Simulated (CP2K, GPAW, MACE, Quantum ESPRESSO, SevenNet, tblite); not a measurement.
**Site energies of C in place of Si in glassy 71SiO2-29BaO (mol %) (65 atoms) across programs**

Aim: compare the energies of C in place of Si at unlike sites of glassy 71SiO2-29BaO (mol %) (65 atoms), with plane waves as the reference.

The results are calculated values.

## Step 1: The structure

The cell holds 65 atoms (17 Si, 7 Ba and 41 O), with edges of 10.03, 10.03 and 10.03 Å. Recipe: 65 atoms (17 Si, 7 Ba, 41 O) placed at random at 3.34 g/cm³, melted at 4000 K for 10 ps at fixed volume with the Morse and Coulomb pair potential with partial charges (Pedone, Malavasi, Menziani, Cormack and Segre, J. Phys. Chem. B 110, 11780 (2006)). Quenched from 4000 K to 300 K at 100 K/ps and fixed volume, held 10 ps at zero pressure. Then the atoms were relaxed with MACE MP-0b3 medium in the fixed cell.

## Step 2: The reference input

Quantum ESPRESSO 7.5: Kohn-Sham DFT, PBE, SSSP efficiency 1.3.0 pseudopotentials, plane waves. Its input, pw.in, for the unchanged cell:

```
&control
  calculation = 'scf'
  pseudo_dir = './pseudo'
  outdir = './tmp'
  disk_io = 'none'
  tprnfor = .true.
  tstress = .true.
/
&system
  ibrav = 0
  nat = 65
  ntyp = 3
  ecutwfc = 60
  ecutrho = 480
  nosym = .true.
  occupations = 'smearing'
  smearing = 'fd'
  degauss = 0.003675
/
&electrons
  conv_thr = 3.3e-07
  electron_maxstep = 100
  mixing_beta = 0.4
  mixing_mode = 'plain'
  diagonalization = 'david'
/
ATOMIC_SPECIES
Si 28.085 Si.upf
Ba 137.327 Ba.upf
O 15.999 O.upf
CELL_PARAMETERS angstrom
10.03371 0.00000 0.00000
0.00000 10.03371 0.00000
0.00000 0.00000 10.03371
ATOMIC_POSITIONS crystal
Si 0.10569 0.99658 0.43276
Si 0.48066 0.20478 0.30131
Si 0.24320 0.24632 0.52222
Si 0.04785 0.48414 0.54234
[... 59 atom lines left out ...]
O 0.70533 0.35011 0.04977
O 0.69960 0.74283 0.61448
K_POINTS gamma
```

```console
$ OMP_NUM_THREADS=1 mpirun -np 2 pw.x -in pw.in > output.txt
```

Elapsed: 8.2 min, on 2 MPI ranks of Arm Neoverse V1, shared host; peak memory 2.9 GiB; 16 min of CPU time.

It converged with an r.m.s. force component of 0.057 eV/Å and a pressure of 1.3 GPa.

## Step 3: Levels of theory

The levels share the cells and solve them as single points, though not every level runs every cell. CPU time is summed over a level's finished runs, on a host shared with the other runs, so it is rough; the force column is the median over cells of the r.m.s. difference of force components from the reference.

| level | basis or training data | k-points | runs finished | CPU time | peak memory (GiB) | force difference (meV/Å) |
| --- | --- | --- | --- | --- | --- | --- |
| QE, PBE | plane waves, SSSP efficiency, 60/480 Ry | Γ | 6 of 6 | 1.5 h | 2.9 | reference |
| GPAW dzp, PBE | dzp orbitals, PAW, h 0.18 Å | Γ | 5 of 5 | 22 min | 1.8 | 356 |
| CP2K double zeta, LDA | DZVP-MOLOPT-SR, GTH-PADE potentials, 600 Ry | Γ | 5 of 5 | 15 min | 2.9 | 245 |
| MACE MP-0b3 medium | trained on PBE(+U) plane-wave data | - | 6 of 6 | 52 s | 0.87 | 76 |
| SevenNet l3i5 | trained on PBE(+U) plane-wave data | - | 6 of 6 | 66 s | 1.2 | 54 |

Runs without a converged result: tblite GFN1-xTB, 5 single points (refused). A level enters a table below only where it finished every cell that the table needs.

The reference's own r.m.s. force component runs from 57 to 96 meV/Å over these cells. MACE MP-0b3 medium relaxed the atoms, so in the cells that it relaxed its own forces are small, and its entry isn't an independent test there.

## Step 4: The sites

Each changed cell was relaxed with MACE MP-0b3 medium before the single points. Neighbours are the site's nearest atoms before the change.

| site | nearest atoms | their mean distance (Å) | atoms within 6 Å | largest move on relaxing (Å) | longest force left in the reference (eV/Å) |
| --- | --- | --- | --- | --- | --- |
| Si12 | O4 | 1.66 | 57 | 0.73 | 0.30 |
| Si15 | O4 | 1.65 | 57 | 1.05 | 0.40 |
| Si14 | O4 | 1.65 | 52 | 1.03 | 0.24 |
| Si9 | O4 | 1.63 | 58 | 0.41 | 0.35 |
| Si13 | O4 | 1.62 | 58 | 0.27 | 0.61 |

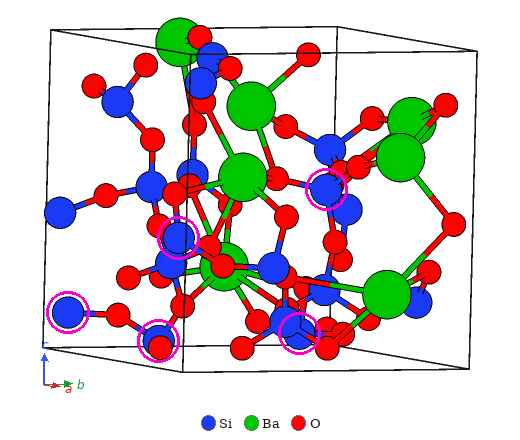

The unchanged cell with the tried sites ringed (silicon blue, barium green, oxygen red). Bonds to atoms that aren't drawn are left out. Some periodic images of atoms are drawn too.

## Step 5: Site energies

All changed cells hold the same atoms, so within one level their energies compare with no chemical potential. Energies in eV, less that of Si12, the reference's cheapest site; the last column is the largest deviation from the reference once each row's mean is taken off.

| level | Si12 | Si15 | Si14 | Si9 | Si13 | cheapest | largest deviation |
| --- | --- | --- | --- | --- | --- | --- | --- |
| QE, PBE | 0.00 | 0.25 | 0.62 | 1.12 | 1.32 | Si12 | - |
| GPAW dzp, PBE | 0.00 | 0.18 | 0.61 | 0.93 | 1.15 | Si12 | 0.10 |
| CP2K double zeta, LDA | 0.00 | 0.15 | 0.63 | 0.96 | 1.10 | Si12 | 0.12 |
| MACE MP-0b3 medium | 0.00 | 0.19 | 0.42 | 1.02 | 1.26 | Si12 | 0.12 |
| SevenNet l3i5 | 0.00 | 0.10 | 0.52 | 0.94 | 1.15 | Si12 | 0.12 |

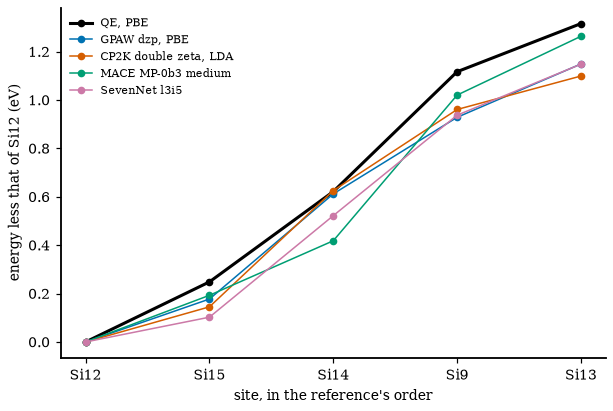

Site energies by level.

## Step 6: Findings

In the reference the cheapest site is Si12 (O4) and the dearest Si13 (O4), 1.3 eV higher. All 4 other levels pick the same cheapest site, and all give the whole order. GPAW dzp, PBE follows the reference most closely (0.10 eV at worst) and CP2K double zeta, LDA least (0.12 eV).

The other programs at PBE deviate by 0.10 eV at most, the learned potentials by 0.12 to 0.12 eV. The reference's gap of 3.98 eV in the unchanged cell becomes 3.98 eV (Si12), 4.18 eV (Si15), 3.90 eV (Si14), 3.97 eV (Si9) and 4.03 eV (Si13).

**Limits.** The geometries are those of MACE MP-0b3 medium; forces of up to 0.61 eV/Å remain in the reference, so relaxing in DFT would lower the energies, by amounts that can differ from site to site and can change the order. For MACE MP-0b3 medium alone these are relaxed energies. Defects interact with their periodic images. Atoms moved by over 1 Å in some relaxations, so part of the differences can come from the host's rearranging. Only 5 of the 17 Si sites are compared. Learned potentials don't solve for electrons, so the charge or spin state of a defect can't be set in them. The quench rate of 100 K/ps is many orders above laboratory rates, so the cell is likely richer in defects and strain than a real sample. The reference samples only Γ, in a cell whose shortest periodic width is 10 Å. Spin–orbit coupling is left out, which matters for the levels of the heavy elements. The reference isn't exact: its cutoffs and mesh weren't converged further here. Where levels are smeared, the DFT runs use Fermi–Dirac occupations at 580 K (0.05 eV), and energies are free energies.

[Logs are printed without paths, hosts, clocks, repeated set-up lines and the standing remarks that a program may print on its own settings, such as how far it seeks lower states.]

[Hosts, paths, dates, database ids (printed as entryN), source tags and the programs' standing remarks are cut or masked in the printed files.]
